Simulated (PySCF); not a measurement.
CH5Ge, SMILES [CH2][GeH3], doublet, PBE0/def2-SVP optimised geometry. Atoms within 1.6 Å of the plane z = 0.6 Å (x, y, z in Å): C1 (0.94, -0.36, 0.00), Ge2 (-0.98, -0.36, 0.00), H3 (1.53, -0.72, -0.85), H4 (1.52, 0.02, 0.85), H5 (-1.53, 1.09, 0.00), H7 (-1.52, -1.06, 1.26).

Method: unrestricted PBE0/def2-TZVP run with PySCF.

Map of the deformation density (molecule minus spherical neutral atoms) (e/bohr³) on the plane z = 0.6 Å:

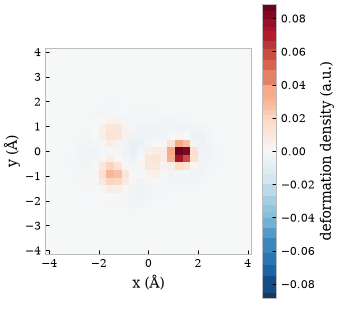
Deformation density (molecule minus spherical neutral atoms) (e/bohr³) on the plane z = 0.6 Å.
